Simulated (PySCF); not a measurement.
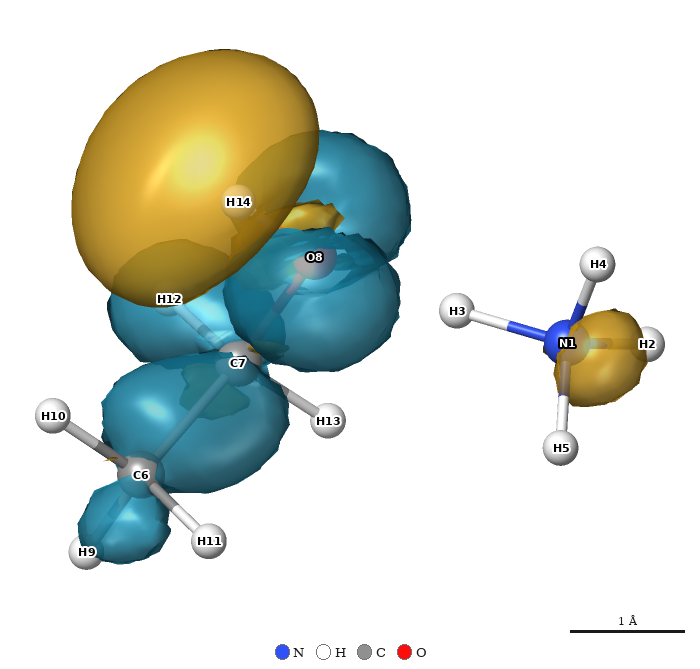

Figure 1: C$_{2}$H$_{10}$NO, charge +1, SMILES `[NH4+].CCO`. Unrelaxed difference density of S₃ less the ground state (TDA singlet states), ±0.03 e/Å³; yellow: gain, teal: loss.

Computed with PySCF, PBE0/def2-SVP, geometry: GFN2-xTB. The pair's geometry is semi-empirical, so its contact may be too short or too long. Without diffuse functions Rydberg states are missing, so the states' numbers hold for this basis only.

Q: How does the charge move on excitation?

A: 0.81 e is displaced in all, of which about 0.6 e passes between atoms: O8 (0.37 e) and C7 (0.08 e) lose electrons and H14 (0.38 e) and H5 (0.06 e) gain them. The state: 8.89 eV (139 nm), f = 0.002 (very weak); the leading pair carries 99 %; hole on O8 (54 %), C7 (15 %) and C6 (12 %), electron on H14 (41 %), O8 (17 %) and C7 (7 %); their centroids lie 1.0 Å apart.

Cost of the run: 2.6 min on 1 thread of Arm Neoverse V2, with other jobs on the host, peak memory 0.61 GiB.
